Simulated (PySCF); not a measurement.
# F2HP (difluorophosphane): the cost of one run

Programs: PySCF 2.14.0, with density-fitted response routines of our own. Each step states its level of theory. These are calculated values for one molecule in the gas phase, unless marked as measured. Atoms count from 0, in the outputs and in this text.

**1. The molecule as given**

4 atoms, charge 0, multiplicity 1; geometry from: GFN2-xTB. The atoms were then displaced at random by about 0.01 Å, so the start is not that level's minimum.

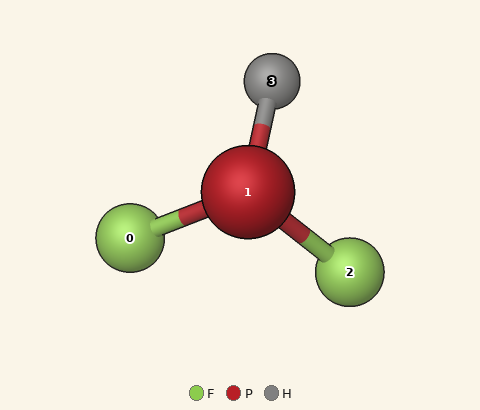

As it starts; fluorine green, phosphorus red, hydrogen grey, atoms numbered.

**2. Optimising the geometry at PBE0-D3(BJ)/def2-TZVP**

The job: settings as JSON, then the geometry in Å.

```
{"job": {"xc": "PBE0", "basis": "def2-TZVP", "d3": "d3bj", "grid": 2, "shake": 0.01, "kind": "geom"}, "charge": 0, "multiplicity": 1}
F     -1.127650    -0.732740    -0.202640
P     -0.007690     0.071360     0.619650
F      1.206700    -0.572570    -0.214560
H     -0.033360     1.208580    -0.235460
```

On the command line:

```
$ OMP_NUM_THREADS=1 python probes_run.py task.json out
```

This one command runs all jobs of the session in turn.

**Question.** How long does this first job take on 1 thread of AMD EPYC 9R45, shared host, and how much memory does it need?

About 8.6 s, with a peak of 0.41 GiB.
